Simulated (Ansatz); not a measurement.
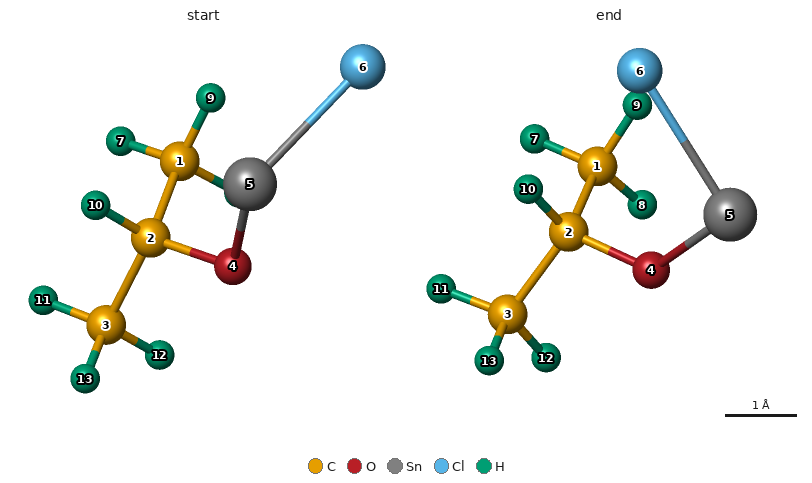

The structure of C3H7ClOSn (coarse preliminary run) before (left) and after (right) a relaxation, at one scale.

Style: ball-and-stick. Shown from a free direction.

The start comes from a force field.

Level of theory: RKS PBE-D4/def2-SVP in Ansatz. Set-up: force threshold 0.03 eV/Å; at most 200 steps.

Question: Describe what moved and what it gained.

Answer: The atom that moves furthest after the best rigid fit is Cl6 (1.94 Å). Largest moves by element: Cl 1.94 Å, Sn 1.17 Å, H 0.44 Å, O 0.31 Å, C 0.29 Å. Near-neighbour distances that change, for instance: O4–Sn5 1.934 → 2.017 Å, C1–H8 1.174 → 1.110 Å, Sn5–Cl6 2.379 → 2.435 Å, C2–O4 1.466 → 1.430 Å. Bond angles that change, for instance: C2–O4–Sn5 111.1° → 128.7°, O4–Sn5–Cl6 108.2° → 97.9°, C2–C1–H9 116.0° → 110.2°. Groups turn about O4–Sn5 by about 95°. After 30 accepted moves (31 points after the start) the energy has fallen by 17.0 kcal/mol. The largest force component goes from 2.7 to 0.011 eV/Å. The line search rejected the trial step at point 26 of the run. The forces were under the threshold at step 12, but the run went on from there.
